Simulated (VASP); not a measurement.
Band structure of MnS (rock salt, AFM-II order). All values below come from PBE GGA with D3 dispersion (Becke-Johnson damping), VASP's PBE PAW potentials (set 64) (plane waves; VASP).

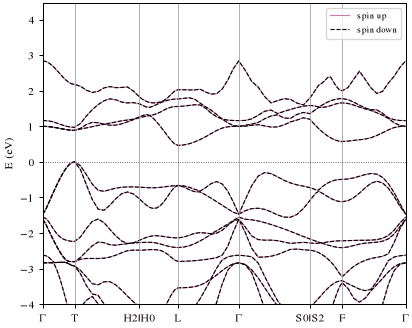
Figure: Bands along high-symmetry lines, zero at the valence-band maximum or, without a gap, the Fermi level

### Question
Read the plot: is there a gap, and where are the band edges?

### Answer
The gap is indirect, 0.46 eV, from the valence maximum at T to the conduction minimum at L. (Edges off the drawn lines would not show.)

The compound is MnS in the rock salt, AFM-II order structure. It was relaxed first, which changed the volume by -10 %.
